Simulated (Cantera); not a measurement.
Input: 1 mol CO₂, a varied amount of H₂, 20 mol N₂, equilibrated at 875 K and 1100 Pa.

Equilibrium computed with Cantera from the NASA thermochemical tables; the gas is ideal and each condensed phase is pure. Candidate condensed phases: C, C₆H₆, C₇H₈, C₈H₁₈, H₂O; 136 gas species. The numbers say what is thermodynamically allowed, not how fast it happens.

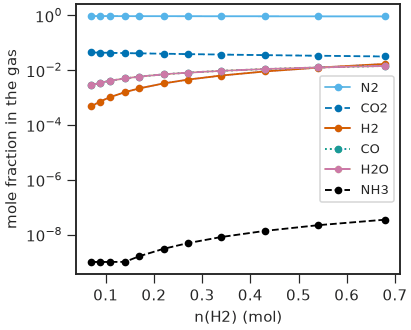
Figure. Equilibrium gas composition (values under 1e-9 drawn at 1e-9)

From 0.07 mol H₂ to 0.68 mol H₂ nothing is condensed. The main C-bearing gas is CO₂ throughout.
